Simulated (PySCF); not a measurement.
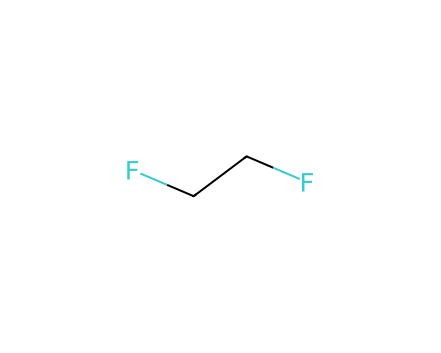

The geometry was computed by an optimisation with PBE0-D3(BJ)/def2-SVP. No frequency run is at hand to confirm it as a minimum. Program: PySCF 2.14.0.

Tabulate dipole (D) at these levels: B3LYP/6-31G*; B3LYP/cc-pVTZ; B3LYP/def2-SVPD; BHandHLYP/def2-SVPD; CAM-B3LYP/def2-SVPD; HF/def2-SVPD; LC-wPBE/def2-SVPD; LDA/def2-SVPD; PBE/def2-SVPD; PBE0/6-31G*; PBE0/def2-SVPD; ωB97X-D/def2-SVPD.

```tsv
level	dipole (D)
B3LYP/6-31G*	2.33
B3LYP/cc-pVTZ	2.50
B3LYP/def2-SVPD	2.72
BHandHLYP/def2-SVPD	2.87
CAM-B3LYP/def2-SVPD	2.80
HF/def2-SVPD	3.01
LC-wPBE/def2-SVPD	2.79
LDA/def2-SVPD	2.64
PBE/def2-SVPD	2.55
PBE0/6-31G*	2.38
PBE0/def2-SVPD	2.70
ωB97X-D/def2-SVPD	2.74
```
